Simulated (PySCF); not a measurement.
Consider C$_{3}$H$_{7}$FNSi (doublet).

Input

```
{"job": {"kind": "epr", "basis": "pcH-1"}, "charge": 0, "multiplicity": 2}
F     -1.910456    -1.330413     0.021958
C     -0.876322    -0.499898     0.412702
C     -1.042380     0.884835    -0.246251
N      0.172807     1.553866    -0.376937
Si     1.527283     0.541376    -0.112364
C      0.480631    -1.057958     0.023184
H     -0.966514    -0.402170     1.501308
H     -1.465611     0.732352    -1.253107
H     -1.768231     1.521159     0.277914
H      2.455241     0.572631    -1.235929
H      2.167667     0.830530     1.172643
H      0.394569    -1.550900    -0.944765
H      0.826928    -1.794924     0.741916
```

Launched as:

```sh
OMP_NUM_THREADS=1 python probes_run.py task.json out
```

Geometry: GFN2-xTB.

Theory: UKS B3LYP, pcH-1 on C F H N Si, non-relativistic, mean-field spin-orbit, GIAO (PySCF 2.14.0, density-fitted response routines).

### What can the converged electron density, electron localisation function and spin density tell about the bonding?

C–N (1.39 Å): the density is about 2.2 e/Å³ at the midpoint; the ELF peaks at about 0.90 between the atoms; a covalent bond.
Si–N (1.71 Å): the density is about 1.2 e/Å³ at the midpoint; the ELF peaks at about 0.90 between the atoms (a polar covalent bond).
C–Si (1.92 Å): the density is about 0.9 e/Å³ at the midpoint; the ELF peaks at about 0.95 between the atoms, as expected for a covalent bond.
The unpaired spin (1 electron) lies mostly on N4 (about 0.7) and Si5 (about 0.1), in electrons by Hirshfeld's partition.

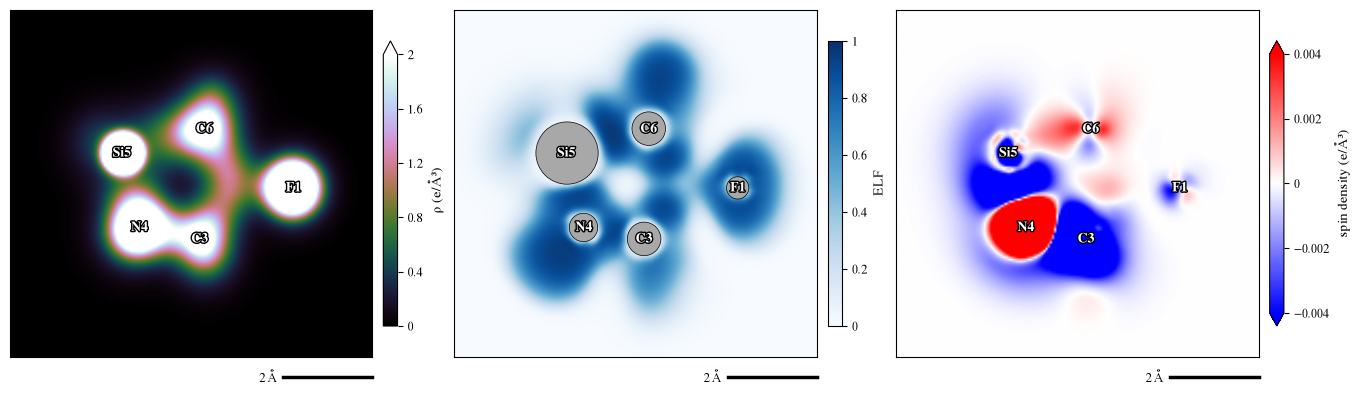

Computed electron density, electron localisation function and spin density on the plane of atoms N4, Si5 and C6, in this order. Grey discs cover the atomic cores in the ELF map. 
